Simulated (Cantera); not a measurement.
Input: 1 mol Ta(OEt)5, 5.8 mol H2O, 2.9 mol H2, 0.13 mol CO2, equilibrated at 2723.15 K.

Equilibrium computed with Cantera from the NASA thermochemical tables; the gas is ideal and each condensed phase is pure. Candidate condensed phases: C, C6H6, C7H8, C8H18, H2O, Ta, TaC, Ta2O5; 113 gas species. The feed counts by its element totals alone. Mutual solubility and eutectic melting of coexisting phases are not modelled. TaC: taken at fixed stoichiometry. Condensed phases not in the tables: Ta2C, N, O or C dissolved in the metal. The numbers say what is thermodynamically allowed, not how fast it happens.

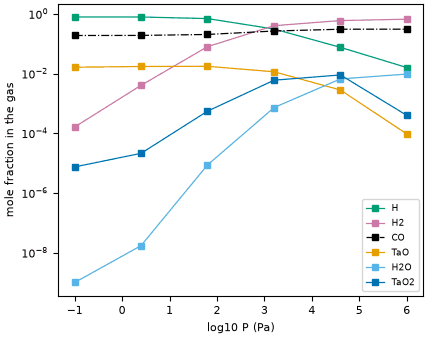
Equilibrium gas composition (values under 1e-9 drawn at 1e-9)

### Question
Read off the mole fractions at 63.0 Pa.

### Answer
H about 0.70, CO about 0.20, H2 about 0.080, TaO about 0.018, TaO2 about 0.00055, H2O about 8.7e-6.
